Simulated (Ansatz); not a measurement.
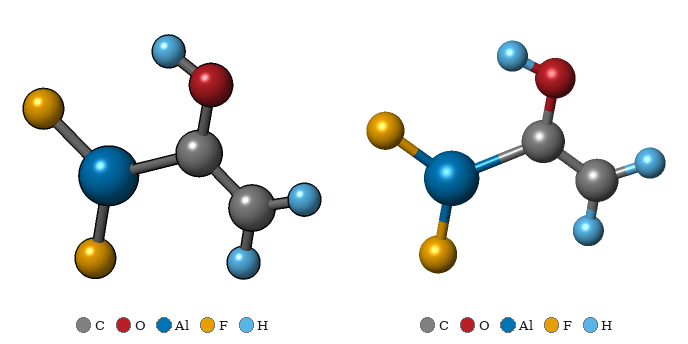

The same structure drawn twice, from different directions.

Identify the structure.

Formula C2H3AlF2O. SMILES: `C=[C](O)[Al]([F])[F]`. Among its groups: alkene. This geometry has Cs symmetry. All atoms lie on one plane. Coordination: 2 C trigonal planar; 1 O bent; 1 Al trigonal planar.

More results for the same structure follow; atom numbers are the same in all pictures, views and colours differ. The computed structure is the end point of a PBE0-D4/def2-TZVP optimisation. No frequency run is at hand to confirm it as a minimum.

### Levels of theory compared

No frequency run is at hand to confirm it as a minimum. Program: Ansatz 0.2.0.

Tabulate HOMO energy (eV) at these levels: B3LYP-D4/def2-TZVPP; PBE-D4/def2-TZVPP; PBE0-D4/def2-TZVPP; r2SCAN-D4/def2-TZVPP; ωB97M-V/def2-TZVPP; ωB97X-V/def2-TZVPP.

```tsv
level	HOMO energy (eV)
B3LYP-D4/def2-TZVPP	−7.04
PBE-D4/def2-TZVPP	−6.07
PBE0-D4/def2-TZVPP	−7.27
r2SCAN-D4/def2-TZVPP	−6.28
ωB97M-V/def2-TZVPP	−9.49
ωB97X-V/def2-TZVPP	−9.56
```

### Dipole moment

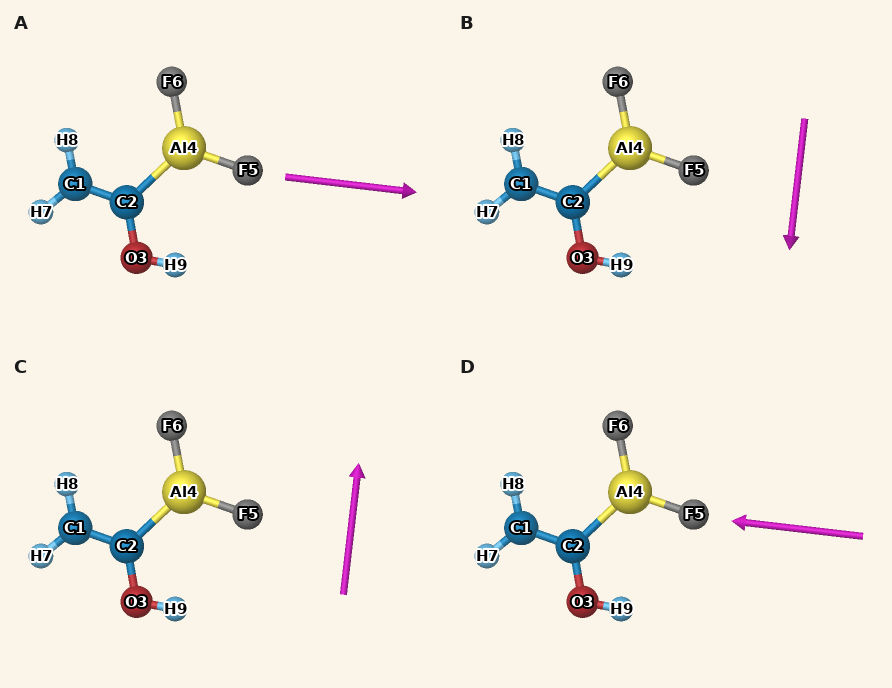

The same molecule four times, each with an arrow. No frequency run is at hand to confirm it as a minimum. Method: RKS r2SCAN-D4/def2-TZVPP (Ansatz 0.2.0).

> Which arrow points along the dipole moment, from the negative to the positive end?

B. The dipole moment is 0.72 D; it points from the side of F6 to the side of O3, H9 (the outermost atoms at the two ends).

### Charges

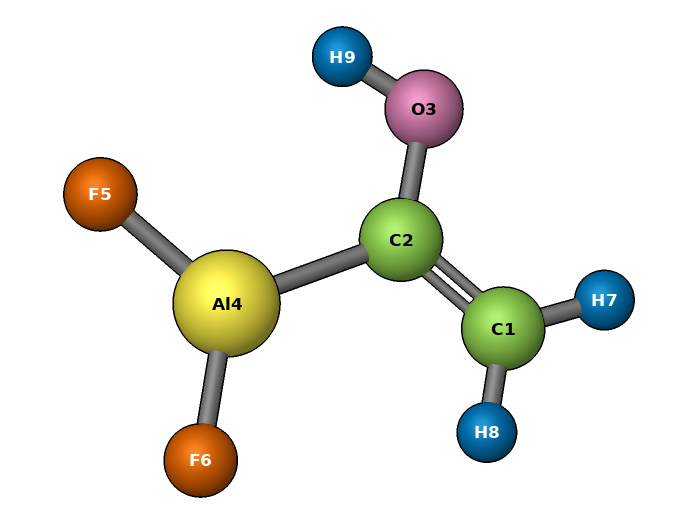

The questions are on Mulliken charges. No frequency run is at hand to confirm it as a minimum. Method: RKS PBE0-D4/def2-TZVP (Ansatz 0.2.0).

List the Mulliken charges.

```csv
atom,value (e)
C1,−0.33
C2,0.02
O3,−0.38
Al4,0.74
F5,−0.34
F6,−0.33
H7,0.13
H8,0.16
H9,0.33
```

Mulliken values depend strongly on the basis set and can even reverse the polarity of a bond.
